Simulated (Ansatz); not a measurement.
Geometry relaxation, with input and output: CH₆InN (part 2 of 2)

Continued. System: CH₆InN. Method: RKS PBE0-D4/def2-TZVP (Ansatz 0.2.0). The geometry is a transition state displaced along its imaginary mode. The reaction was set up to form N2–H3 and to break In1–N2 and In1–H3 (atoms counted from 1 in the order of the input); sticks are drawn by distance alone.

```
mean field -7797.17565939 eV, -286.5409203671 hartree, gradient 2.4e-5 eV, S^2 0.000000; 1 other end points of the search recorded, 0 dependent functions left out
the calculation of the forces begins
reference -7797.17569699 eV, -286.5409217489 hartree; 20, 20 occupied and 128, 128 virtual orbitals, 1080 factors
Total energy: -7797.29882205 eV, -286.5454465114 hartree
Atom 0 at    -1.478881    -1.786321    -0.518836 Å, force    -0.001179     0.000828     0.000608 eV/Å
Atom 1 at    -0.621334    -1.501312     1.351458 Å, force     0.000277     0.000111    -0.000780 eV/Å
Atom 2 at    -0.006020     1.198414     0.013351 Å, force    -0.000426     0.000715     0.000162 eV/Å
Atom 3 at     0.562145     1.234880    -0.916376 Å, force     0.001122     0.000012    -0.000179 eV/Å
Atom 4 at     0.166112    -0.902070     1.558654 Å, force    -0.000209     0.000263     0.000193 eV/Å
Atom 5 at    -0.884781    -1.993883     2.194585 Å, force     0.001230    -0.000757    -0.000878 eV/Å
Atom 6 at     1.234819     0.378222    -0.972096 Å, force    -0.000986     0.000305     0.002107 eV/Å
Atom 7 at     1.149405     2.152425    -0.945001 Å, force    -0.000580    -0.000300    -0.000426 eV/Å
Atom 8 at    -0.121365     1.219645    -1.765739 Å, force     0.000752    -0.001177    -0.000807 eV/Å
Dipole moment:     0.038645     0.029099    -0.002451 e Å
```

**Trajectory as extended XYZ (Å, eV, eV/Å), 12 of the 50 frames kept, from step=1 to step=50**
```
9
Properties=species:S:1:pos:R:3:forces:R:3 step=1 energy=-7796.30790
In   -0.8338   -1.5866   -0.9144   -0.1315  -0.3875   0.7611
N    -0.3625   -0.9236    1.1905   -0.4926  -0.8932  -0.2840
H     0.0828    0.1762    0.0503    0.1030   0.1815   0.1655
C     0.3603    0.8554   -0.7676    0.4412   1.4171  -2.0192
H     0.3896   -1.3292    1.7211    0.1325  -0.2972   0.2244
H    -1.0770   -0.6246    1.8333   -0.2617  -0.1140   0.2308
H     1.1385    0.4865   -1.4713   -0.2885   0.0585   0.4538
H     0.7746    1.7089   -0.2347    0.1468   0.2897  -0.0352
H    -0.4723    1.2369   -1.4072    0.3508  -0.2550   0.5029
9
Properties=species:S:1:pos:R:3:forces:R:3 step=5 energy=-7797.26058
In   -1.0941   -2.1891   -0.5293   -0.0123  -0.0261   0.0146
N    -0.5780   -1.3902    1.3215   -0.1295  -0.1891  -0.3586
H     0.2770    0.5900   -0.0188    0.0868   0.2461  -0.4590
C     0.5153    1.2014   -0.9102   -0.0312  -0.1693   0.5813
H     0.2837   -1.5604    1.8065    0.3063  -0.0648   0.1873
H    -1.1873   -0.8586    1.9160   -0.2101   0.1767   0.2163
H     1.2179    0.6609   -1.5447    0.0216   0.0240  -0.0174
H     0.9642    2.1392   -0.5737   -0.0219  -0.0309  -0.1454
H    -0.3985    1.4068   -1.4674   -0.0097   0.0333  -0.0191
9
Properties=species:S:1:pos:R:3:forces:R:3 step=10 energy=-7797.28672
In   -1.1709   -2.3597   -0.4301    0.0013   0.0027   0.0011
N    -0.6388   -1.5260    1.3973   -0.0011  -0.0019   0.0044
H     0.3238    0.7086   -0.0766    0.0006   0.0015  -0.0019
C     0.5602    1.3003   -0.9617   -0.0003  -0.0003  -0.0015
H     0.2503   -1.6476    1.8640   -0.0053  -0.0010   0.0015
H    -1.2416   -0.9703    1.9897    0.0029  -0.0053   0.0007
H     1.2558    0.7484   -1.5947    0.0010   0.0013  -0.0019
H     1.0154    2.2457   -0.6664    0.0005   0.0011  -0.0005
H    -0.3540    1.5006   -1.5215    0.0003   0.0017  -0.0020
9
Properties=species:S:1:pos:R:3:forces:R:3 step=14 energy=-7797.28746
In   -1.1404   -2.2836   -0.4452    0.0045   0.0075   0.0191
N    -0.6553   -1.5648    1.4445    0.0061  -0.0123  -0.0322
H     0.3363    0.7447   -0.0952   -0.0005   0.0004  -0.0042
C     0.5681    1.3193   -0.9929    0.0024   0.0044   0.0021
H     0.2279   -1.7014    1.9178   -0.0003  -0.0009   0.0016
H    -1.2743   -1.0514    2.0572   -0.0102   0.0061   0.0104
H     1.2608    0.7569   -1.6199   -0.0011  -0.0012   0.0035
H     1.0251    2.2689   -0.7142   -0.0007  -0.0019  -0.0037
H    -0.3482    1.5114   -1.5520   -0.0002  -0.0021   0.0034
9
Properties=species:S:1:pos:R:3:forces:R:3 step=19 energy=-7797.28772
In   -1.1233   -2.2236   -0.4700   -0.0002   0.0006   0.0025
N    -0.6592   -1.5704    1.4470    0.0193  -0.0076  -0.0089
H     0.3519    0.7967   -0.0612   -0.0017  -0.0021   0.0055
C     0.5698    1.3198   -0.9927    0.0001  -0.0006  -0.0058
H     0.2281   -1.7001    1.9151   -0.0078   0.0008  -0.0041
H    -1.2948   -1.1074    2.0825   -0.0116   0.0060   0.0107
H     1.2496    0.7202   -1.5989    0.0005  -0.0007  -0.0007
H     1.0341    2.2818   -0.7766    0.0025   0.0042   0.0016
H    -0.3560    1.4830   -1.5452   -0.0011  -0.0006  -0.0007
9
Properties=species:S:1:pos:R:3:forces:R:3 step=23 energy=-7797.28804
In   -1.1397   -2.1853   -0.4763   -0.0010   0.0006   0.0006
N    -0.6638   -1.5688    1.4499   -0.0142   0.0113   0.0299
H     0.3356    0.8280   -0.0512   -0.0026  -0.0009   0.0076
C     0.5746    1.3188   -0.9949   -0.0008  -0.0041  -0.0069
H     0.2516   -1.6261    1.8775   -0.0272   0.0076  -0.0026
H    -1.3212   -1.2160    2.1345    0.0420  -0.0192  -0.0281
H     1.2536    0.6911   -1.5730    0.0005  -0.0007  -0.0020
H     1.0506    2.2799   -0.8017    0.0038   0.0065   0.0034
H    -0.3412    1.4785   -1.5648   -0.0005  -0.0011  -0.0018
9
Properties=species:S:1:pos:R:3:forces:R:3 step=28 energy=-7797.28878
In   -1.1771   -2.1559   -0.4791   -0.0007   0.0009   0.0010
N    -0.6645   -1.5628    1.4450    0.0291   0.0097   0.0401
H     0.2973    0.8459   -0.0451    0.0034   0.0040  -0.0115
C     0.5766    1.3114   -0.9912   -0.0014  -0.0028   0.0042
H     0.2747   -1.5299    1.8225   -0.0544   0.0018  -0.0197
H    -1.3165   -1.3121    2.1775    0.0250  -0.0117  -0.0214
H     1.2678    0.6628   -1.5311   -0.0053   0.0042   0.0062
H     1.0582    2.2709   -0.8017   -0.0018  -0.0047  -0.0021
H    -0.3164    1.4697   -1.5969    0.0061  -0.0013   0.0032
9
Properties=species:S:1:pos:R:3:forces:R:3 step=32 energy=-7797.29013
In   -1.2217   -2.1029   -0.4881    0.0010   0.0034   0.0083
N    -0.6692   -1.5599    1.4404    0.0812   0.0453   0.1090
H     0.2589    0.8820   -0.0307    0.0031   0.0101  -0.0136
C     0.5817    1.2999   -0.9852   -0.0007  -0.0128  -0.0005
H     0.2759   -1.3514    1.7475   -0.1718  -0.0339  -0.0354
H    -1.2942   -1.4894    2.2358    0.0901  -0.0121  -0.0825
H     1.2735    0.6126   -1.4745   -0.0083   0.0088   0.0081
H     1.0817    2.2540   -0.8186   -0.0006  -0.0054   0.0019
H    -0.2865    1.4551   -1.6266    0.0060  -0.0034   0.0047
9
Properties=species:S:1:pos:R:3:forces:R:3 step=37 energy=-7797.28102 accepted=F
In   -1.3114   -1.9025   -0.5239    0.0018   0.0024   0.0356
N    -0.6628   -1.5163    1.4151   -0.1032  -0.1201   0.6780
H     0.1505    1.0105    0.0134    0.0559   0.0336  -0.1601
C     0.5769    1.2619   -0.9639    0.0217  -0.0744   0.0536
H     0.2125   -1.0503    1.6586   -0.3958  -0.2184   0.0062
H    -1.1291   -1.8511    2.2743    0.4974   0.3362  -0.7223
H     1.2686    0.4750   -1.2845   -0.1047   0.1220   0.0566
H     1.1178    2.2071   -0.8888   -0.0126  -0.0576  -0.0011
H    -0.2229    1.3657   -1.7002    0.0395  -0.0236   0.0535
9
Properties=species:S:1:pos:R:3:forces:R:3 step=41 energy=-7797.29530
In   -1.3149   -1.9418   -0.5176   -0.0001   0.0030   0.0012
N    -0.6575   -1.5214    1.4081   -0.0165  -0.0080   0.0904
H     0.1499    1.0081    0.0104    0.0057   0.0040  -0.0116
C     0.5758    1.2669   -0.9598    0.0001  -0.0103  -0.0002
H     0.2245   -1.0904    1.6542   -0.0307  -0.0126  -0.0106
H    -1.1356   -1.7880    2.2612    0.0478   0.0204  -0.0817
H     1.2660    0.4860   -1.2829   -0.0110   0.0091   0.0080
H     1.1162    2.2101   -0.8800   -0.0037  -0.0041   0.0004
H    -0.2242    1.3705   -1.6936    0.0084  -0.0014   0.0043
9
Properties=species:S:1:pos:R:3:forces:R:3 step=46 energy=-7797.29759
In   -1.4075   -1.8323   -0.5225    0.0046   0.0013   0.0197
N    -0.6364   -1.5084    1.3808    0.0121   0.0182  -0.0291
H     0.0506    1.1103    0.0151    0.0143   0.0001  -0.0406
C     0.5669    1.2441   -0.9372   -0.0048  -0.0157   0.0105
H     0.1845   -0.9590    1.6002   -0.0312  -0.0246   0.0076
H    -0.9834   -1.9318    2.2313    0.0142   0.0053   0.0003
H     1.2524    0.4116   -1.1085   -0.0281   0.0311   0.0093
H     1.1343    2.1743   -0.9110    0.0038  -0.0058  -0.0011
H    -0.1613    1.2912   -1.7482    0.0149  -0.0099   0.0235
9
Properties=species:S:1:pos:R:3:forces:R:3 step=50 energy=-7797.29878
In   -1.4789   -1.7863   -0.5188   -0.0012   0.0008   0.0006
N    -0.6213   -1.5013    1.3515    0.0003   0.0001  -0.0008
H    -0.0060    1.1984    0.0134   -0.0004   0.0007   0.0002
C     0.5621    1.2349   -0.9164    0.0011   0.0000  -0.0002
H     0.1661   -0.9021    1.5587   -0.0002   0.0003   0.0002
H    -0.8848   -1.9939    2.1946    0.0012  -0.0008  -0.0009
H     1.2348    0.3782   -0.9721   -0.0010   0.0003   0.0021
H     1.1494    2.1524   -0.9450   -0.0006  -0.0003  -0.0004
H    -0.1214    1.2196   -1.7657    0.0008  -0.0012  -0.0008
```

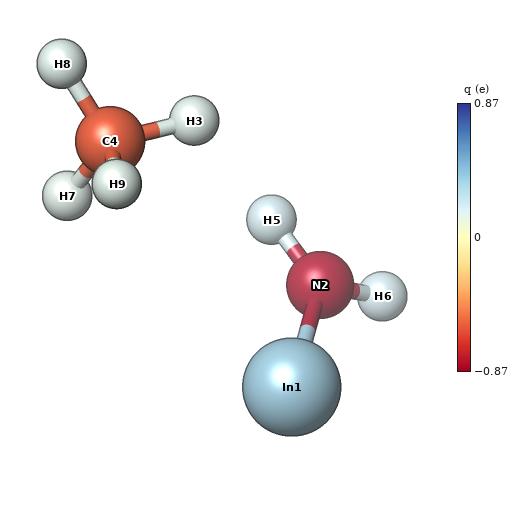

Mulliken charges, as the colour of each atom (ball-and-stick view, seen at a tilt; atoms are numbered from 1 in the order of the input). By element: In +0.39, N −0.83, H +0.14 to +0.22 and C −0.57 e.

This output came from the following input.

**Input**
```yaml
crystal:
  periodic: [false, false, false]
  atoms:
    - {symbol: In, position_ang: [-0.833826, -1.586617, -0.914400]}
    - {symbol: N, position_ang: [-0.362476, -0.923593, 1.190471]}
    - {symbol: H, position_ang: [0.082764, 0.176230, 0.050274]}
    - {symbol: C, position_ang: [0.360313, 0.855446, -0.767559]}
    - {symbol: H, position_ang: [0.389553, -1.329198, 1.721092]}
    - {symbol: H, position_ang: [-1.077039, -0.624578, 1.833270]}
    - {symbol: H, position_ang: [1.138501, 0.486529, -1.471272]}
    - {symbol: H, position_ang: [0.774581, 1.708922, -0.234703]}
    - {symbol: H, position_ang: [-0.472270, 1.236858, -1.407172]}
basis:
  gaussian: {orbitals: def2-TZVP}
hamiltonian: {xc: pbe0, dispersion: d4}
relax: {f_tol: 0.005, max_steps: 200}
```

Run as:
```bash
ansatz run in.yaml --threads 4 --pin off --events-out ev --progress --plain --max-ram 9574MiB
```

**Key numbers**

- outcome: converged
- total energy: −7797.2988 eV
- mean-field energy: −7797.1757 eV
- dispersion energy: −0.1231 eV
- SCF solution under orbital rotations: stable
- largest force (length of the vector) at the end: 0.002 eV/Å
- dipole moment: 0.23 D
- hardware: 4 threads of Arm Neoverse V1, 23 GiB of memory available, shared host
- wall time: 84 s (CPU time 5.1 min)
- peak memory: 0.31 GiB
